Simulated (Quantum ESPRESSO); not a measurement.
Band structure of NaF (Fm-3m, 2 atoms in the cell).

```yaml
crystal:
  lattice:
    - [-2.25778, 0.00000, 2.25778]
    - [0.00000, 2.25778, 2.25778]
    - [-2.25778, 2.25778, 0.00000]
  atoms:
    - { symbol: Na, position: [0.00000, 0.00000, 0.00000] }
    - { symbol: F, position: [0.50000, 0.50000, 0.50000] }
```

Computed with PBE, PseudoDojo standard norm-conserving (PBE) pseudopotentials (plane waves; Quantum ESPRESSO).

Settings: ecutwfc = 90 Ry; occupations = fixed; potentials = {Na: Na.upf, F: F.upf}; K_POINTS = automatic 9 9 9 1 1 1; nbnd = 14; conv_thr = 1e-10 Ry.

The starting cell comes from a database of computed structures (which also holds hypothetical and non-ambient phases and stackings), without a prior relaxation at this level. Its lattice was rescaled by a random factor within 2.5 % of one.

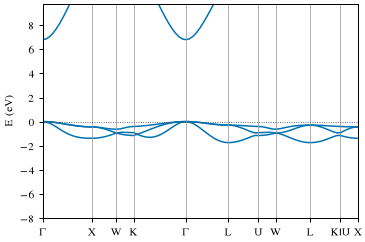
Figure. Bands along the path, energies from the top of the valence band on the SCF mesh.

Task: Read off roughly the gap and where its edges lie.

Result: The gap along the path is about 6.8 eV (computed: 6.79 eV), direct at Γ to within 0.01 eV.

Levels in eV from the top of the valence band on the SCF mesh, bands 5 to 12:
| point | 5 | 6 | 7 | 8 | 9 | 10 | 11 | 12 |
|---|---|---|---|---|---|---|---|---|
| Γ | -18.74 | 0.01 | 0.01 | 0.01 | 6.79 | 19.67 | 19.67 | 19.67 |
| X | -18.81 | -1.38 | -0.43 | -0.43 | 13.67 | 13.84 | 14.47 | 20.83 |
| W | -18.29 | -0.94 | -0.94 | -0.63 | 13.80 | 13.80 | 16.15 | 17.86 |
| K | -18.32 | -1.14 | -0.90 | -0.40 | 13.36 | 13.87 | 15.63 | 20.37 |
| L | -17.94 | -1.73 | -0.28 | -0.28 | 11.33 | 13.19 | 21.02 | 21.02 |
| U | -18.32 | -1.14 | -0.90 | -0.40 | 13.36 | 13.87 | 15.63 | 20.37 |
